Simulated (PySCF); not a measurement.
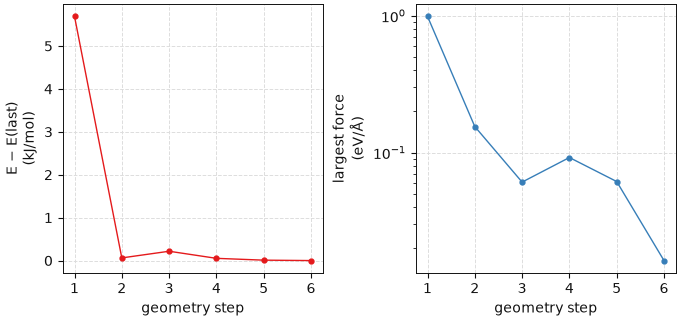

History of a geometry optimisation. C₈H₇FS (SMILES C=C/C=C\c1cc(F)cs1); PySCF, PBE0-D3(BJ)/def2-SVP, geometry optimisation.

The optimisation met its thresholds at geometry 6, counting the start as the first. The energy fell by about 5.7 kJ/mol from the first step to the last, with a rise at step 3. The largest force goes from about 0.99 eV/Å at the start to 0.016 eV/Å at the end.
